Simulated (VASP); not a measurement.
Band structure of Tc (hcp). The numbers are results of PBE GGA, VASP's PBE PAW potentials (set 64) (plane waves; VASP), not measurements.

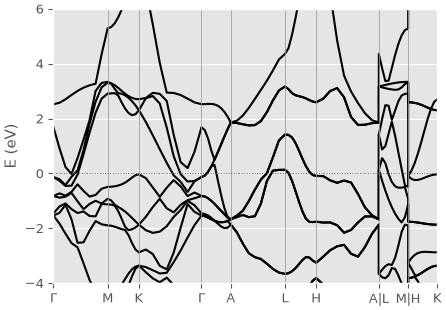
Fig. 1. Bands along high-symmetry lines, zero at the valence-band maximum or, without a gap, the Fermi level

Task: Read the plot: is there a gap, and where are the band edges?

Result: It has no gap at this level: it comes out as a metal or semimetal. (Edges off the drawn lines would not show.)

The compound is Tc in the hcp structure. It was relaxed first.
